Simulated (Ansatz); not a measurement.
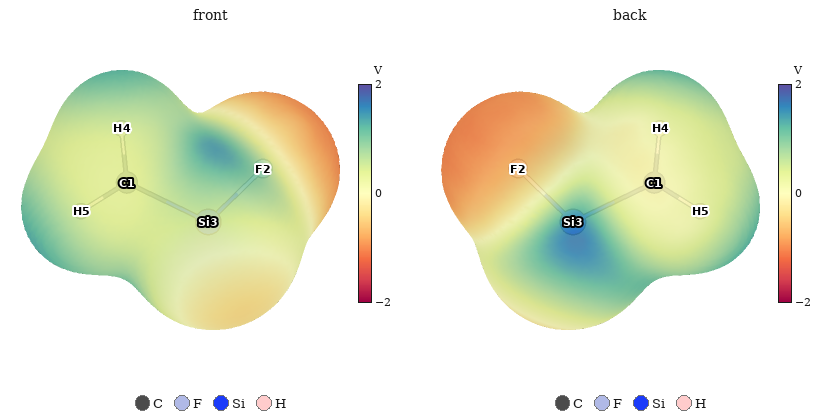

*CH$_{2}$FSi (SMILES C=[Si]F) (doublet). The electrostatic potential painted on the density surface at 0.002 e/bohr³, seen from the front and from behind; the colour scale runs from red (negative) to blue (positive).*

Geometry: PBE-D3(BJ)/def2-SVP; ⟨S²⟩ = 0.82, above the pure value of 0.75.

Method: isolated molecule in a Gaussian basis; Kohn-Sham density functional theory, functional PBE0 in Ansatz 0.2.0.

```xyz
5

C    -1.5931   -1.4728   -0.3746
F    -0.5366    0.8529    0.7335
Si   -1.1493    0.2703   -0.6890
H    -0.9438   -2.1043    0.2665
H    -2.1526   -2.0500   -1.1356
```

Where is the surface potential most negative and most positive?

The most negative region (about −1.0 V) lies over F2, the most positive (about +1.6 V) over Si3.

What dipole moment does the calculation give?

Its dipole moment is 1.83 D.
